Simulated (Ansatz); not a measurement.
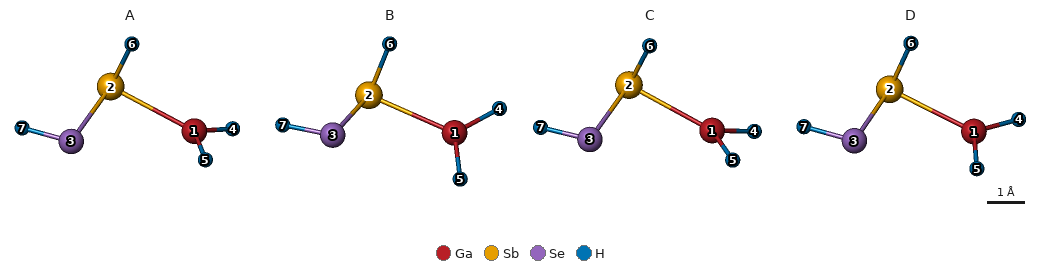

4 geometries from one relaxation of GaSbH4Se, in shuffled order. A ball-and-stick model, seen at a tilt.

The start comes from GFN2-xTB.

Method: RKS PBE0-D4/def2-TZVP in Ansatz. (force threshold 0.005 eV/Å; at most 150 steps)

Put them in the order of the run, from the start to the converged end.

Answer. C, A, D, B. They are steps 0, 3, 5, 13, at +18.1 kJ/mol, +4.11 kJ/mol, +2.39 kJ/mol relative to the last. Over 12 accepted moves (13 points after the start) the energy falls by 18.1 kJ/mol. The largest force component goes from 0.75 to 0.0048 eV/Å. The line search rejected the trial step at point 7 of the run. The atom that moves furthest after the best rigid fit is H4 (0.79 Å). Largest moves by element: H 0.79 Å, Se 0.31 Å, Sb 0.29 Å, Ga 0.09 Å. Among the contacts that change: Ga1–H4 1.629 → 1.572 Å, Ga1–H5 1.617 → 1.569 Å, Se3–H7 1.442 → 1.469 Å, Ga1–Sb2 2.648 → 2.623 Å. Bond angles that change, for instance: H4–Ga1–H5 106.9° → 121.5°, Sb2–Ga1–H5 131.0° → 120.6°, Se3–Sb2–H6 91.4° → 96.5°. Groups turn about Ga1–Sb2 by about 45°.
